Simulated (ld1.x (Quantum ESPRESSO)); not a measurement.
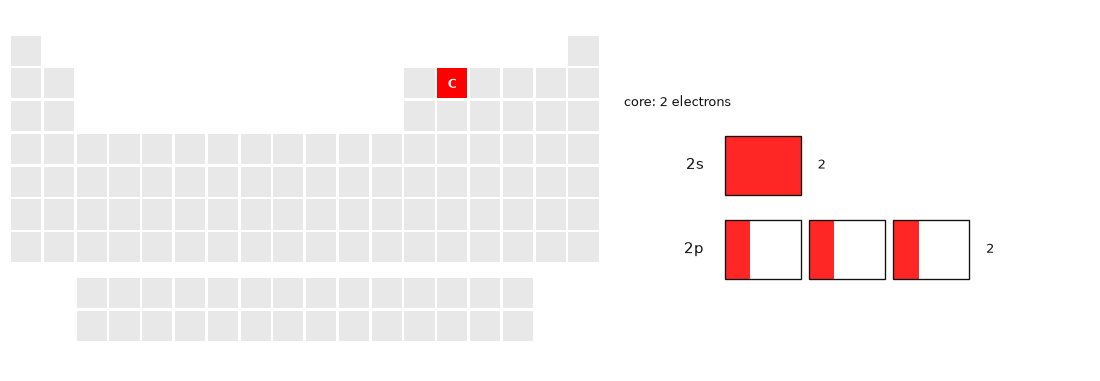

Fig. 1: Left, the place of carbon in the periodic table; right, the valence shells of the reference configuration: a box for each of the 2l + 1 orbitals, shaded by the share of the shell that is filled, with the electron count at the right. The shells are those of the unaltered input.

## Pseudopotential generation, with input and output: C

System: carbon (C, Z = 6), core [He], reference valence 2s2 2p2, valence charge 4. (This line and the method describe the unaltered input from which the odd one was made.)
Method: RRKJ potential, PBEsol, scalar-relativistic, made with ld1.x (Quantum ESPRESSO) 7.5.

### Input file
```
 &input
   title='C', zed=6., rel=1, dft='PBESOL', iswitch=3, lsd=1,
   config='[He] 2s2 2p2',
   nld=2, rlderiv=2.50, eminld=-3.0, emaxld=5.0, deld=0.02
 /
 &inputp
   pseudotype=2, tm=.false., lloc=0,
   nlcc=.false.,
   file_pseudopw='C.UPF', file_wfcaegen='ae.wfc', file_wfcncgen='nc.wfc', file_beta='beta', file_chi='chi'
 /
2
2P  2  1   2.00   0.00  2.30  2.30  0.0
2S  1  0   2.00   0.00  1.00  1.00  0.0
 &test
   configts(1)='2s2 2p2'
 /
```

Run as:
```bash
ld1.x < C.in > C.out
```

### Log
```
     Program LD1 v.7.5
     --------------------------- All-electron run ----------------------------

     C
     scalar relativistic calculation

     atomic number is  6.00
     dft =PBESOL   lsd =0 sic =0 latt =0  beta=0.20 tr2=1.0E-14
     Exchange-correlation= PBESOL
                           (   1   4  10   8   0   0   0)
     mesh =1073 r(mesh) = 100.30751 a.u. xmin = -7.00 dx = 0.01250
     1 Ry =  13.60569312 eV, c = 137.03599908

     n l     nl                  e(Ry)          e(Ha)          e(eV)
     1 0     1S 1( 2.00)       -19.9949        -9.9975      -272.0447
     2 0     2S 1( 2.00)        -1.0031        -0.5016       -13.6482
     2 1     2P 1( 2.00)        -0.3847        -0.1923        -5.2335

     final scf error:  1.1E-15 reached in  33 iterations

     Etot =     -75.186894 Ry,     -37.593447 Ha,   -1022.969812 eV

     Ekin =      74.940606 Ry,      37.470303 Ha,    1019.618882 eV
     Encl =    -175.649089 Ry,     -87.824544 Ha,   -2389.827600 eV
     Eh   =      35.311091 Ry,      17.655545 Ha,     480.431861 eV
     Exc  =      -9.789502 Ry,      -4.894751 Ha,    -133.192956 eV

     normalization and overlap integrals

     s(1S/1S) =  1.000000  <r> =   0.2713  <r2> =    0.0998  r(max) =   0.1752
     s(2S/2S) =  1.000000  <r> =   1.5764  <r2> =    3.0088  r(max) =   1.2162
     s(2P/2P) =  1.000000  <r> =   1.7996  <r2> =    4.2490  r(max) =   1.2011

     ------------------------ End of All-electron run ------------------------

     --------------------- Generating NC pseudopotential ---------------------

      Generating local pot.: lloc=0, matching radius rcloc =   1.0000

      Wfc   2P  rcut= 2.301  Estimated cut-off energy=       33.60 Ry
      This function has    0 nodes for 0 < r <    2.301

     ------------------- End of pseudopotential generation -------------------

     --------------------------- All-electron run ----------------------------

     C
     scalar relativistic calculation

     atomic number is  6.00
     dft =PBESOL   lsd =0 sic =0 latt =0  beta=0.20 tr2=1.0E-14
     Exchange-correlation= PBESOL
                           (   1   4  10   8   0   0   0)
     mesh =1073 r(mesh) = 100.30751 a.u. xmin = -7.00 dx = 0.01250
     1 Ry =  13.60569312 eV, c = 137.03599908

     n l     nl                  e(Ry)          e(Ha)          e(eV)
     1 0     1S 1( 2.00)       -19.9949        -9.9975      -272.0447
     2 0     2S 1( 2.00)        -1.0031        -0.5016       -13.6482
     2 1     2P 1( 2.00)        -0.3847        -0.1923        -5.2335

     final scf error:  1.1E-15 reached in  33 iterations

     Etot =     -75.186894 Ry,     -37.593447 Ha,   -1022.969812 eV

     Ekin =      74.940606 Ry,      37.470303 Ha,    1019.618882 eV
     Encl =    -175.649089 Ry,     -87.824544 Ha,   -2389.827600 eV
     Eh   =      35.311091 Ry,      17.655545 Ha,     480.431861 eV
     Exc  =      -9.789502 Ry,      -4.894751 Ha,    -133.192956 eV

     normalization and overlap integrals

     s(1S/1S) =  1.000000  <r> =   0.2713  <r2> =    0.0998  r(max) =   0.1752
     s(2S/2S) =  1.000000  <r> =   1.5764  <r2> =    3.0088  r(max) =   1.2162
     s(2P/2P) =  1.000000  <r> =   1.7996  <r2> =    4.2490  r(max) =   1.2011

     ------------------------ End of All-electron run ------------------------

     Computing logarithmic derivative in   2.49555
     Computing logarithmic derivative in   2.49555
     Computing the partial wave expansion
       no projector for channel:   0
     R is outside the sphere for l=    1 j= 0.00

     ---------------------- Testing the pseudopotential ----------------------

     C
     scalar relativistic calculation

     atomic number is  6.00   valence charge is  4.00
     dft =PBESOL   lsd =0 sic =0 latt =0  beta=0.20 tr2=1.0E-14
     mesh =1073 r(mesh) = 100.30751 xmin = -7.00 dx = 0.01250

     n l     nl             e AE (Ry)        e PS (Ry)    De AE-PS (Ry)
     1 0     2S   1( 2.00)       -1.00312       -1.00313        0.00001
     2 1     2P   1( 2.00)       -0.38465       -0.38466        0.00000

     eps = 4.1E-15  iter = 34

     Etot =     -75.186894 Ry,     -37.593447 Ha,   -1022.969812 eV
     Etotps =   -10.578471 Ry,      -5.289235 Ha,    -143.927426 eV

     Ekin =       5.763365 Ry,       2.881683 Ha,      78.414578 eV
     Encl =     -20.786501 Ry,     -10.393251 Ha,    -282.814757 eV
     Ehrt =       8.624880 Ry,       4.312440 Ha,     117.347464 eV
     Ecxc =      -2.745489 Ry,      -1.372744 Ha,     -37.354280 eV
     Epseu=      -1.434725 Ry,      -0.717363 Ha,     -19.520431 eV

     ---------------------- End of pseudopotential test ----------------------
```

### Outcome

- outcome: generated
- hardware: 1 CPU thread, shared host
- wall time: 0.67 s

### What is odd here

One thing in this input was made odd on purpose: spin polarisation asked for in a generation. The program ran to the end. The all-electron atom is untouched: its total energy equals that from the unaltered input (−75.1869 Ry). The pseudo-atom's energy and levels in the reference configuration are also those from the unaltered input, so the oddity leaves no trace there. The pseudo-atom meets the occupied all-electron levels that the test lists within 0.00001 Ry. No test for ghost states or cutoffs was run on this potential, so its soundness isn't shown.
